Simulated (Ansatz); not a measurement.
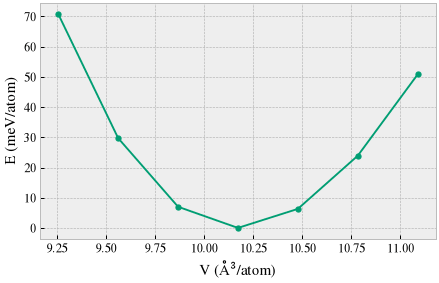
Ti$_{2}$O$_{3}$ (corundum, R-3c) under volume change, the program Ansatz at the PBEsol level (PAW), shape and atoms relaxed at each volume.

Q: What does a third-order Birch–Murnaghan fit give for V₀, B₀ and B′?

A: V₀ = 10.17 Å³/atom, B₀ = 231 GPa, B′ = 4.5.

The first step of the workflow began from a Materials Project structure, measured or hypothetical; the Crystallography Open Database files this formula in space group No. 167, but the cells were not matched. Its standing as an ambient phase is unchecked. The cell was relaxed with PBEsol under the symmetry of its start; whether a distortion lowers the energy is not shown. No spin polarisation was allowed.

Potentials: the later of the program's two PAW sets.
